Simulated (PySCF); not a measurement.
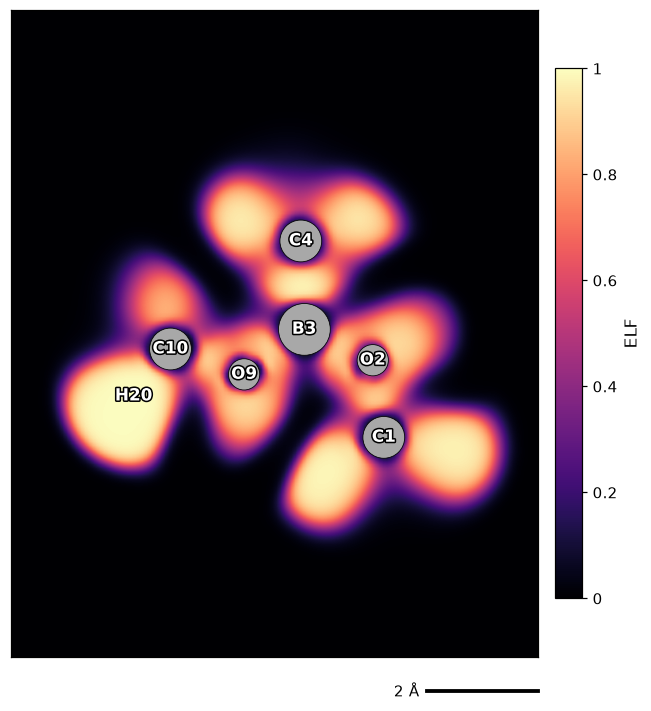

Figure. C$_{4}$H$_{11}$BO$_{4}$Si. ELF on the plane of atoms C4, B3 and O9. Grey discs cover the atomic cores.

Geometry: PBE0-D3(BJ)/def2-SVP.

Computed with PBE0/pcSseg-1, SCF density, gas phase, non-relativistic in PySCF.

```xyz
21

C    -3.0251    0.9041   -0.8583
O    -1.9093    1.2079   -0.0589
B    -1.1011    0.2511    0.4518
C     0.1485    0.7537    1.3084
C     1.3172    0.9985    0.4110
O     1.7309    2.0736    0.0552
O     1.8947   -0.1375   -0.0283
Si    3.2170    0.0720   -1.1086
O    -1.3907   -1.0523    0.2104
C    -0.6448   -2.1331    0.7086
H    -3.4509   -0.0803   -0.6116
H    -2.7443    0.9041   -1.9243
H    -3.7864    1.6820   -0.7021
H     0.4282   -0.0005    2.0588
H    -0.1088    1.7003    1.7987
H     3.6086   -1.3328   -1.4048
H     2.7783    0.7563   -2.3526
H     4.3345    0.7862   -0.4384
H    -0.8265   -2.2796    1.7871
H    -0.9687   -3.0432    0.1839
H     0.4344   -1.9939    0.5432
```

**Describe what can be read from this map.**

- The plane passes through C, O, B and H nuclei.
- B–O (1.35 Å): the ELF peaks at about 0.90 between the atoms: a short, strongly polar bond.
- C–B (1.60 Å): the ELF peaks at about 1 between the atoms: a shared electron pair.
- C–H (1.10 Å): the ELF climbs to about 1 towards the hydrogen, as it does in any bond to H; an ordinary covalent bond to hydrogen.
- The ELF also peaks beside O9 and O2, away from the bonds: lone-pair regions.
